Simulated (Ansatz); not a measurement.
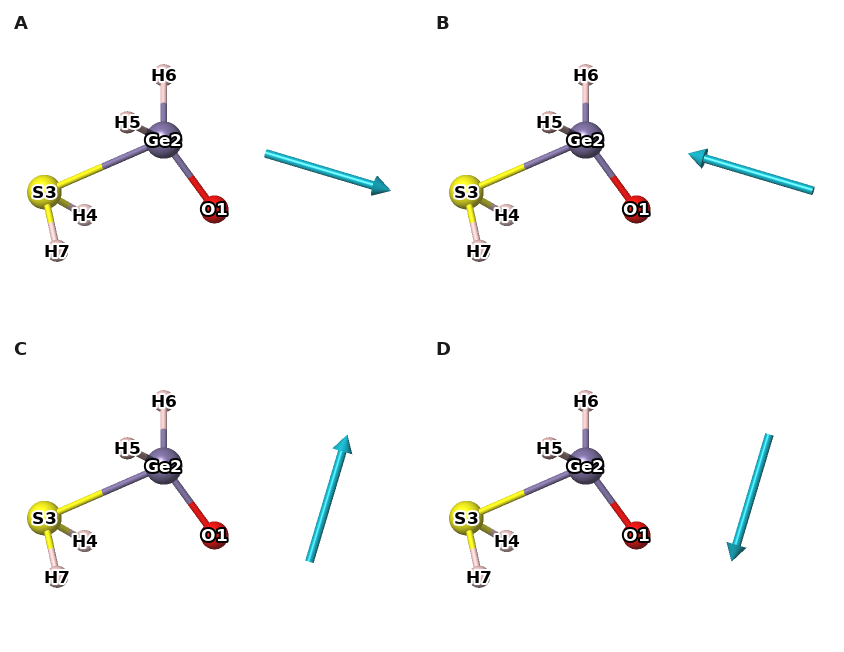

The same molecule four times, each with an arrow. The geometry was computed by an optimisation with PBE0-D4/def2-TZVP. No frequency run is at hand to confirm it as a minimum. Method: RKS PBE0-D4/def2-TZVP (Ansatz 0.2.0).

### Which arrow points along the dipole moment, from the negative to the positive end?

B. The dipole moment is 4.30 D; it points from the side of O1 to the side of S3 (the outermost atoms at the two ends).
